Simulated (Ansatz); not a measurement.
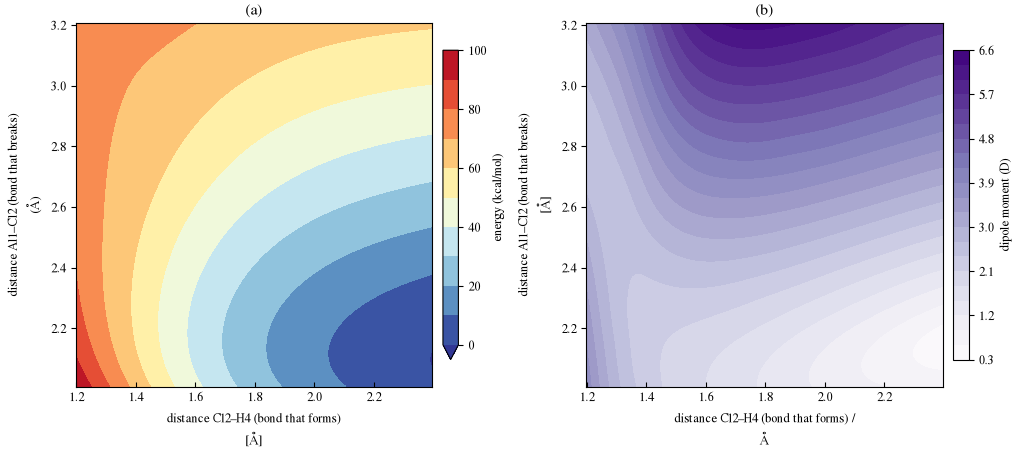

The reacting system AlCl2HO (fragments AlCl₂HO where the first distance is long, AlClO + ClH where the second is long). First axis: distance Cl2–H4 (bond that forms). Second axis: distance Al1–Cl2 (bond that breaks). Relaxed at each point: all other coordinates. Grid: 12 × 12 points. Points are written as (first, second). Energies are in kcal/mol, from the lowest grid point. The reference is spin-restricted, so regions where a bond is pulled apart into radicals lie too high. Level of theory: Ansatz 0.2.0, RKS B3LYP-D4/def2-SVP.

Panel (a) is the energy; panel (b) is the computed dipole moment, in D.

Drawn: filled contours. Between grid points the surface is interpolated.

> How does the dipole moment vary over the map, and what is it at the lowest grid point?

Leaving out the highest fifth of the energies, it runs from 0.42 D at (2.397 Å, 2.149 Å) to 6.40 D at (1.760 Å, 3.207 Å). At the lowest grid point, (2.397 Å, 2.067 Å), it is 0.57 D. That point lies on the edge of the scan.

```
second ↓, first →  1.197  1.257  1.339  1.434  1.536  1.645  1.760  1.879  2.003  2.131  2.262  2.397
            3.207   3.10   3.45   4.02   4.95   5.84   6.29   6.40   6.33   6.18   5.96   5.75   5.56
            3.072   2.81   3.10   3.65   4.52   5.30   5.66   5.75   5.67   5.53   5.37   5.14   4.95
            2.941   2.61   2.81   3.31   4.09   4.75   5.05   5.10   5.03   4.90   4.73   4.54   4.34
            2.813   2.56   2.63   2.99   3.65   4.19   4.43   4.49   4.40   4.27   4.09   3.90   3.71
            2.689   2.64   2.55   2.73   3.26   3.68   3.85   3.87   3.78   3.64   3.46   3.27   3.07
            2.570   2.83   2.58   2.58   2.92   3.21   3.32   3.30   3.19   3.03   2.84   2.64   2.43
            2.455   3.08   2.66   2.47   2.61   2.78   2.83   2.77   2.64   2.46   2.26   2.04   1.82
            2.346   3.28   2.76   2.40   2.38   2.43   2.41   2.31   2.15   1.95   1.72   1.48   1.24
            2.244   3.46   2.87   2.38   2.22   2.17   2.08   1.94   1.75   1.52   1.27   1.00   0.73
            2.149   3.60   2.98   2.42   2.14   2.00   1.85   1.68   1.46   1.22   0.96   0.69   0.42
            2.067   3.73   3.07   2.47   2.13   1.92   1.74   1.54   1.33   1.10   0.88   0.69   0.57
            2.007   3.80   3.14   2.53   2.15   1.91   1.71   1.52   1.32   1.13   0.97   0.86   0.85
```
